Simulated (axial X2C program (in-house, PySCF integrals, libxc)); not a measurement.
# BrCu⁺: EOM-IP-CCSD levels

Wanted for BrCu⁺: EOM-IP-CCSD levels, at the two-component level.

Computed with an in-house X2C program for linear molecules on PySCF integrals. Level: two-component X2C with atomic mean-field terms, Br dyall-cv3z, Cu dyall-cv3z.

All values are calculated.

## (1) The job

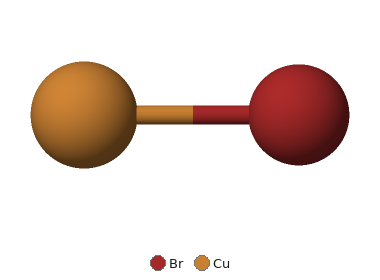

The two atoms at 2.260 Å (bromine red, copper orange).

task.json reads:

```json
{
 "zs": [
  35,
  29
 ],
 "q": 1,
 "bas": [
  "dyall-cv3z",
  "dyall-cv3z"
 ],
 "r0": 2.26,
 "eom": "ip",
 "rq": 0,
 "thr": -2.0,
 "nmax": 95,
 "grid": [
  1,
  0.96,
  1.045,
  0.92,
  1.09,
  1.15
 ]
}
```

Keys: zs atomic numbers; q charge; bas basis sets; r0 starting distance in Å; eom kind of EOM run; thr threshold in hartree for freezing inner shells (an s shell follows its p shell); nmax most natural virtual spinors; grid distances as factors.

Started as:

```
$ python soeom.py task.json out
```

Further steps of the session: EOM-IP-CCSD at 2.179 Å.

Before running it: what results should come out? Wanted: next root led by one particle; T1 of the reference; lowest state, Re and ωe.

The runs gave:

| quantity | value |
| --- | --- |
| lowest root at 2.179 Å | Ω = 3/2, 9.306 eV |
| next root led by one particle | Ω = 1/2, about 2080 cm⁻¹ higher |
| T1 of the reference | 0.017 |
| lowest state, Re and ωe | 2.242 Å, 229.9 cm⁻¹ |

Removing an electron from the reference determinant of BrCu costs 9.31 eV and empties a spinor of 80% Br pπ, 15% Cu dπ. Errors of 0.1 to 0.3 eV are usual at this size, and roots led by higher excitations are left out, so the list is incomplete, and low states of that kind can be missing. The bond is 0.052 Å longer than in the closed-shell reference at CCSD (2.191 Å).
